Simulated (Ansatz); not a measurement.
Geometry relaxation of Si5H12 (part 2 of 2)

The same run, continued: Si5H12; RKS PBE0-D4/def2-TZVP (Ansatz 0.2.0). 

Geometry of the input (Å):
```
Si -0.3045  1.7011  1.3481
Si 0.3806  0.0971  -0.2089
Si 0.1085  0.9347  -2.3730
Si 2.6345  -0.4143  0.1366
Si -0.8475  -1.8782  -0.0201
H  0.6042  2.8752  1.2404
H  -1.6941  2.1434  1.0636
H  -0.2267  1.1569  2.7284
H  0.8871  2.1914  -2.5388
H  -1.3273  1.2236  -2.6350
H  0.5850  -0.0592  -3.3726
H  3.4658  0.8085  -0.0258
H  2.8370  -0.9528  1.5085
H  3.0855  -1.4345  -0.8480
H  -2.3001  -1.6127  -0.2538
H  -0.7081  -2.4777  1.3336
H  -0.4099  -2.8701  -1.0381
```

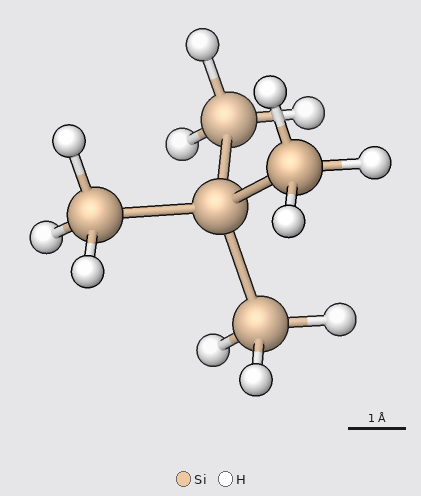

*The geometry at step 7 of the log (ball-and-stick view, seen at a tilt).*

Trajectory as extended XYZ, continued:
```
17
Properties=species:S:1:pos:R:3:forces:R:3 step=3 energy=-39568.40295
Si   -0.3024    1.6795    1.3349   -0.0009   0.0006   0.0010
Si    0.3920    0.0852   -0.2245   -0.0005   0.0013   0.0014
Si    0.1185    0.9379   -2.3813    0.0003   0.0013  -0.0031
Si    2.6457   -0.4134    0.1317    0.0022  -0.0014   0.0002
Si   -0.8733   -1.8662   -0.0101   -0.0002   0.0001   0.0010
H     0.5684    2.8832    1.2511   -0.0034   0.0007   0.0001
H    -1.7078    2.0891    1.0687   -0.0005  -0.0040   0.0004
H    -0.2194    1.1271    2.7140    0.0013  -0.0013  -0.0015
H     0.8985    2.1943   -2.5447    0.0014   0.0015  -0.0002
H    -1.3172    1.2310   -2.6392   -0.0003   0.0015  -0.0006
H     0.5910   -0.0511   -3.3875    0.0007   0.0000  -0.0025
H     3.4756    0.8111   -0.0281    0.0001   0.0009  -0.0003
H     2.8450   -0.9478    1.5058    0.0004  -0.0007   0.0013
H     3.1070   -1.4337   -0.8479    0.0021  -0.0016  -0.0011
H    -2.3158   -1.5770   -0.2323   -0.0008   0.0024   0.0013
H    -0.7067   -2.4471    1.3494    0.0001   0.0016   0.0023
H    -0.4289   -2.8697   -1.0148   -0.0019  -0.0029   0.0001
17
Properties=species:S:1:pos:R:3:forces:R:3 step=4 energy=-39568.40316
Si   -0.3047    1.6741    1.3332   -0.0075  -0.0009   0.0053
Si    0.3960    0.0855   -0.2291   -0.0009  -0.0118  -0.0018
Si    0.1223    0.9405   -2.3852   -0.0013   0.0020  -0.0035
Si    2.6486   -0.4152    0.1301    0.0046   0.0066   0.0017
Si   -0.8743   -1.8621   -0.0063    0.0086  -0.0023   0.0005
H     0.5548    2.8859    1.2510   -0.0034  -0.0003   0.0000
H    -1.7149    2.0706    1.0701    0.0072  -0.0035   0.0024
H    -0.2146    1.1178    2.7106    0.0012   0.0034  -0.0062
H     0.9034    2.1965   -2.5463    0.0009   0.0008  -0.0002
H    -1.3134    1.2357   -2.6410    0.0003   0.0016  -0.0006
H     0.5927   -0.0463   -3.3946    0.0008  -0.0004   0.0010
H     3.4766    0.8106   -0.0294    0.0039  -0.0015   0.0007
H     2.8458   -0.9480    1.5052   -0.0001  -0.0005   0.0001
H     3.1138   -1.4357   -0.8477   -0.0019  -0.0005  -0.0009
H    -2.3153   -1.5665   -0.2244   -0.0158   0.0040  -0.0011
H    -0.7066   -2.4367    1.3558    0.0017   0.0015   0.0017
H    -0.4401   -2.8742   -1.0069    0.0015   0.0017   0.0010
17
Properties=species:S:1:pos:R:3:forces:R:3 step=5 energy=-39568.39645 accepted=F
Si   -0.3077    1.6612    1.3296    0.0531  -0.0244  -0.0618
Si    0.3974    0.0658   -0.2348    0.0282   0.2465   0.0126
Si    0.1218    0.9466   -2.3902    0.0275  -0.0552   0.0768
Si    2.6651   -0.4010    0.1344   -0.1130  -0.0891  -0.0308
Si   -0.8931   -1.8634   -0.0033    0.0152  -0.0030  -0.0107
H     0.5367    2.8830    1.2386    0.0078   0.0001  -0.0098
H    -1.7199    2.0464    1.0774   -0.0511   0.0048  -0.0056
H    -0.2012    1.1196    2.7094   -0.0002  -0.0228   0.0305
H     0.9107    2.1992   -2.5475   -0.0081  -0.0135   0.0077
H    -1.3123    1.2479   -2.6504    0.0119  -0.0049   0.0048
H     0.5944   -0.0450   -3.3941   -0.0093   0.0155  -0.0210
H     3.5154    0.8110   -0.0231   -0.0613  -0.0022  -0.0029
H     2.8516   -0.9461    1.5065    0.0131   0.0138  -0.0006
H     3.1048   -1.4282   -0.8475    0.0520  -0.0022   0.0009
H    -2.3406   -1.5686   -0.2185    0.1019  -0.0061   0.0119
H    -0.7073   -2.4260    1.3609   -0.0297  -0.0178   0.0038
H    -0.4456   -2.8699   -1.0021   -0.0380  -0.0396  -0.0059
17
Properties=species:S:1:pos:R:3:forces:R:3 step=6 energy=-39568.40331
Si   -0.3066    1.6709    1.3322   -0.0001  -0.0003  -0.0002
Si    0.3972    0.0843   -0.2311    0.0000   0.0001   0.0000
Si    0.1250    0.9421   -2.3865    0.0002   0.0002  -0.0002
Si    2.6501   -0.4153    0.1299    0.0002  -0.0001   0.0001
Si   -0.8763   -1.8607   -0.0050   -0.0004   0.0002   0.0000
H     0.5412    2.8904    1.2429   -0.0013   0.0004  -0.0008
H    -1.7214    2.0544    1.0772   -0.0008  -0.0015   0.0007
H    -0.2033    1.1185    2.7099    0.0012   0.0001   0.0000
H     0.9097    2.1962   -2.5461    0.0006  -0.0001   0.0000
H    -1.3098    1.2418   -2.6427    0.0003   0.0006  -0.0002
H     0.5934   -0.0451   -3.3964    0.0000   0.0001  -0.0002
H     3.4802    0.8094   -0.0282    0.0004  -0.0001   0.0001
H     2.8458   -0.9494    1.5048    0.0001  -0.0002   0.0000
H     3.1146   -1.4357   -0.8483    0.0001   0.0001   0.0000
H    -2.3177   -1.5620   -0.2214    0.0001   0.0004   0.0003
H    -0.7071   -2.4322    1.3583   -0.0001   0.0004   0.0002
H    -0.4448   -2.8754   -1.0042   -0.0005  -0.0002   0.0003
17
Properties=species:S:1:pos:R:3:forces:R:3 step=7 energy=-39568.40340
Si   -0.3095    1.6661    1.3307    0.0021   0.0034  -0.0020
Si    0.3996    0.0836   -0.2345   -0.0011   0.0044   0.0018
Si    0.1296    0.9448   -2.3890    0.0010  -0.0007   0.0011
Si    2.6522   -0.4162    0.1294   -0.0019  -0.0034  -0.0011
Si   -0.8785   -1.8577   -0.0027   -0.0059   0.0005  -0.0009
H     0.5197    2.8978    1.2314   -0.0027  -0.0032  -0.0003
H    -1.7321    2.0284    1.0875    0.0006  -0.0007   0.0012
H    -0.1860    1.1179    2.7084    0.0006   0.0009   0.0004
H     0.9195    2.1959   -2.5463   -0.0001  -0.0009   0.0000
H    -1.3039    1.2509   -2.6451    0.0006  -0.0002   0.0003
H     0.5944   -0.0427   -3.4003   -0.0005   0.0004  -0.0004
H     3.4837    0.8077   -0.0268   -0.0012   0.0004   0.0000
H     2.8455   -0.9516    1.5041    0.0000   0.0002  -0.0004
H     3.1170   -1.4364   -0.8491    0.0009   0.0007   0.0008
H    -2.3198   -1.5539   -0.2160    0.0086  -0.0016   0.0006
H    -0.7080   -2.4245    1.3625   -0.0006  -0.0003  -0.0013
H    -0.4536   -2.8777   -0.9991   -0.0005   0.0001   0.0002
17
Properties=species:S:1:pos:R:3:forces:R:3 step=8 energy=-39568.40342
Si   -0.3101    1.6656    1.3306    0.0028   0.0053  -0.0009
Si    0.3997    0.0836   -0.2347   -0.0003   0.0038   0.0020
Si    0.1309    0.9452   -2.3891   -0.0001  -0.0001   0.0009
Si    2.6521   -0.4169    0.1295   -0.0015  -0.0028   0.0002
Si   -0.8790   -1.8573   -0.0028   -0.0065   0.0013  -0.0016
H     0.5126    2.9012    1.2254   -0.0023  -0.0033  -0.0006
H    -1.7354    2.0208    1.0931    0.0003  -0.0009   0.0003
H    -0.1780    1.1212    2.7090    0.0007  -0.0002   0.0000
H     0.9231    2.1948   -2.5464    0.0000  -0.0009   0.0003
H    -1.3020    1.2539   -2.6449    0.0003  -0.0001  -0.0001
H     0.5938   -0.0429   -3.4007   -0.0004  -0.0002   0.0000
H     3.4838    0.8071   -0.0256   -0.0010   0.0006  -0.0001
H     2.8446   -0.9530    1.5040    0.0003   0.0000  -0.0001
H     3.1175   -1.4365   -0.8492    0.0001   0.0007   0.0003
H    -2.3202   -1.5528   -0.2164    0.0093  -0.0024   0.0008
H    -0.7088   -2.4242    1.3624   -0.0008  -0.0002  -0.0013
H    -0.4543   -2.8775   -0.9991   -0.0007  -0.0008  -0.0002
17
Properties=species:S:1:pos:R:3:forces:R:3 step=9 energy=-39568.40345
Si   -0.3106    1.6669    1.3305   -0.0023   0.0027   0.0050
Si    0.3988    0.0839   -0.2337   -0.0002   0.0024   0.0020
Si    0.1336    0.9460   -2.3882    0.0044   0.0000  -0.0014
Si    2.6505   -0.4187    0.1317    0.0002  -0.0005  -0.0043
Si   -0.8801   -1.8571   -0.0052   -0.0082   0.0025   0.0031
H     0.4909    2.9147    1.2043   -0.0045  -0.0088  -0.0002
H    -1.7452    1.9972    1.1118    0.0063   0.0005   0.0023
H    -0.1490    1.1338    2.7106   -0.0012   0.0043  -0.0057
H     0.9348    2.1899   -2.5455   -0.0010  -0.0002  -0.0009
H    -1.2969    1.2646   -2.6454    0.0001  -0.0008   0.0020
H     0.5903   -0.0459   -3.3987   -0.0009   0.0002  -0.0014
H     3.4824    0.8056   -0.0200    0.0005   0.0006   0.0005
H     2.8430   -0.9588    1.5046   -0.0019   0.0002   0.0002
H     3.1155   -1.4354   -0.8501    0.0015  -0.0002   0.0004
H    -2.3208   -1.5521   -0.2206    0.0059  -0.0017   0.0003
H    -0.7123   -2.4247    1.3599   -0.0008  -0.0010   0.0001
H    -0.4548   -2.8774   -1.0010    0.0021  -0.0001  -0.0021
17
Properties=species:S:1:pos:R:3:forces:R:3 step=10 energy=-39568.40347
Si   -0.3105    1.6678    1.3312    0.0014   0.0061   0.0031
Si    0.3982    0.0842   -0.2326   -0.0003  -0.0013   0.0007
Si    0.1337    0.9454   -2.3876   -0.0038   0.0010  -0.0006
Si    2.6499   -0.4186    0.1316   -0.0006  -0.0004   0.0033
Si   -0.8800   -1.8576   -0.0058   -0.0007  -0.0013  -0.0024
H     0.4927    2.9139    1.2007   -0.0043  -0.0042   0.0024
H    -1.7449    2.0001    1.1145    0.0062  -0.0017   0.0005
H    -0.1473    1.1375    2.7122   -0.0007   0.0023  -0.0065
H     0.9346    2.1893   -2.5469    0.0000  -0.0008   0.0005
H    -1.2972    1.2639   -2.6421    0.0000   0.0007  -0.0015
H     0.5883   -0.0469   -3.3989    0.0001  -0.0004   0.0008
H     3.4821    0.8057   -0.0181   -0.0002   0.0003   0.0000
H     2.8401   -0.9594    1.5046    0.0018  -0.0007   0.0002
H     3.1163   -1.4349   -0.8500   -0.0006   0.0003  -0.0003
H    -2.3205   -1.5549   -0.2236    0.0009   0.0009  -0.0002
H    -0.7141   -2.4277    1.3586    0.0007   0.0010   0.0005
H    -0.4510   -2.8752   -1.0028    0.0002  -0.0019  -0.0005
17
Properties=species:S:1:pos:R:3:forces:R:3 step=11 energy=-39568.40348
Si   -0.3098    1.6683    1.3312    0.0001   0.0001   0.0000
Si    0.3982    0.0841   -0.2325    0.0000   0.0000   0.0001
Si    0.1326    0.9451   -2.3876    0.0000   0.0000   0.0000
Si    2.6499   -0.4185    0.1322    0.0000   0.0001   0.0000
Si   -0.8798   -1.8579   -0.0063    0.0001   0.0000  -0.0001
H     0.4934    2.9141    1.2020    0.0001   0.0000   0.0001
H    -1.7437    2.0010    1.1140    0.0001   0.0001  -0.0001
H    -0.1475    1.1376    2.7118    0.0000   0.0000   0.0000
H     0.9344    2.1883   -2.5474    0.0000  -0.0001  -0.0001
H    -1.2981    1.2647   -2.6421   -0.0001   0.0001   0.0000
H     0.5863   -0.0479   -3.3984   -0.0002  -0.0001   0.0001
H     3.4816    0.8063   -0.0162    0.0000   0.0000   0.0002
H     2.8408   -0.9609    1.5045    0.0000  -0.0001   0.0000
H     3.1166   -1.4335   -0.8506    0.0000   0.0001  -0.0001
H    -2.3199   -1.5551   -0.2259    0.0000   0.0000  -0.0002
H    -0.7151   -2.4268    1.3587   -0.0001   0.0001   0.0000
H    -0.4497   -2.8763   -1.0022    0.0001  -0.0001   0.0001
```

Key numbers:

| quantity | value |
| --- | --- |
| outcome | converged |
| total energy | −39568.4035 eV |
| mean-field energy | −39567.9427 eV |
| dispersion energy | −0.4609 eV |
| SCF solution under orbital rotations | stable |
| largest force (length of the vector) at the end | under 0.001 eV/Å |
| dipole moment | 0.00 D |
| hardware | 4 CPU threads, shared host |
| wall time | 13 s (CPU time 22 s) |
| peak memory | 1.2 GiB |
